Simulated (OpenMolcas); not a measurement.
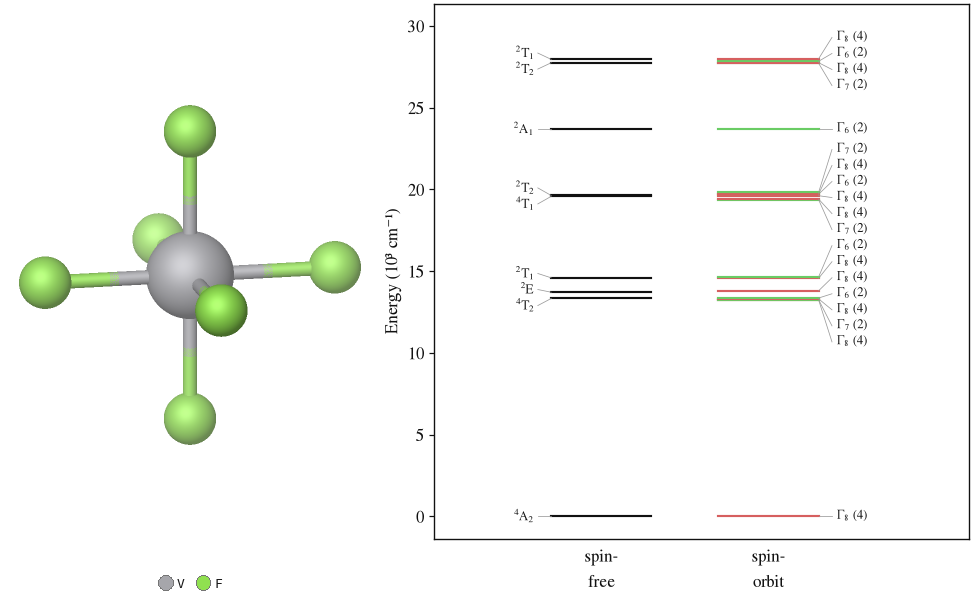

V²⁺ (3d³) as a dopant in NaF, a cluster with its 6 nearest F⁻ at 2.080 Å (octahedron) embedded in model potentials and point charges; the geometry was set, not optimised, and its levels. Labels give the representation in O, Td, D4 or D3 as the site allows (double group for half-integer spin) where it could be assigned and, in brackets, the degeneracy; spin-free states, where drawn, share the zero of the spin-orbit levels. Computed with OpenMolcas: state-averaged SS-CASPT2, IPEA shift 0.25, imaginary shift 0.1 hartree, closed shells 3s 3p correlated, active space 3 electrons in the shell 3d, basis ANO-RCC-VDZP on all atoms, DKH2 scalar Hamiltonian, spin-orbit coupling by RASSI with atomic mean-field integrals.

### Describe the ground state and the low levels.

The ground level is Γ₈, 4-fold degenerate, 100 % from states of spin multiplicity 4. The next level lies at 13,200 cm⁻¹ (Γ₈). The lowest spin-free state is ⁴A₂, from the free-ion F term; of the same spin there follow at 13,300 cm⁻¹ (⁴T₂) and 19,600 cm⁻¹ (⁴T₁) above it.

Known limits: the geometry is set by hand, with no relaxation and no charge compensation.
